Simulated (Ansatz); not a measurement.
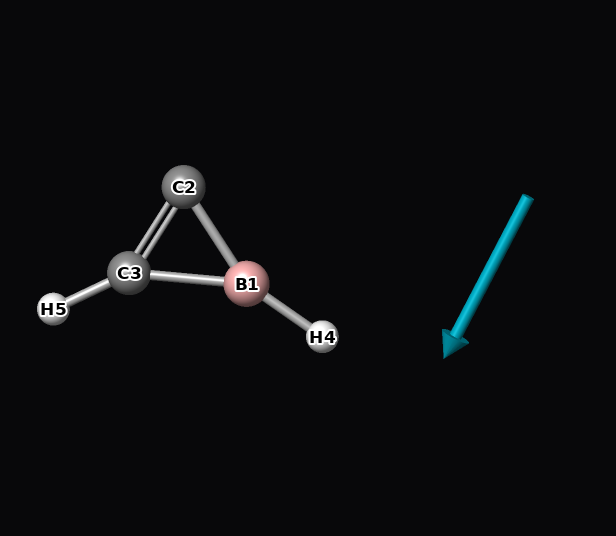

The arrow beside the molecule shows the direction of the dipole moment, from the negative to the positive end (its length means nothing). The species is neutral and a spin doublet. Computed geometry: PBE0-D4/def2-TZVP optimisation. No frequency run is at hand to confirm it as a minimum. Level of theory: UKS PBE0-D4/def2-TZVP (Ansatz 0.2.0).

Question: Estimate the dipole moment.

Answer: 1.66 D; it points from the side of C2 to the side of H5 (the outermost atoms at the two ends).
